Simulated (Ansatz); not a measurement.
Electronic density of states of amorphous Ga$_{24}$O$_{38}$Hf, density 5.20 g/cm³, on a 2×2×2 Γ-centred mesh with a Gaussian width of 0.1 eV; energies count from the Fermi level, whose place inside the gap is arbitrary. Cell and mesh are small, so fine structure isn't converged. Method: PBE, scalar-relativistic without spin-orbit coupling (plane waves to 420 eV, PAW; Ansatz, an electronic-structure program). Sampling: a 2×2×2 Γ-centred mesh; Fermi-Dirac width 0.02 eV; no spin polarisation. At PBE the levels at the filled edge of the gap are localised (band-tail or defect states).

Preparation: random packing, a CHGNet melt and quench, and a DFT relaxation. O atoms were pushed apart under 1.9 Å during the dynamics, to hinder bonds among them. The hot cell started wider than the set density and was brought back towards it in steps. It is the lowest in DFT energy of 2 quenches. It is a model cell: composition and starting density were chosen by hand, and all elements were melted together. No dispersion term was used. Its density started from a set value of 5.20 and ended at 5.20 g/cm³. The quench (nominally 220 K/ps over its main leg) was far faster than any real one, so the model tends to hold more defects than a real film. A cell of this size samples the disorder only roughly. The volume was held where the preparation left it and the shape relaxed, at a PBE pressure of 3.1 GPa. Stress components on the final sampling reach 3.2 GPa.

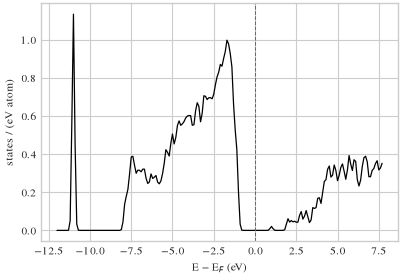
Fig. 1. Density of states per atom

The level gap on this mesh is 2.02 eV; the broadening fills part of it in the curve.
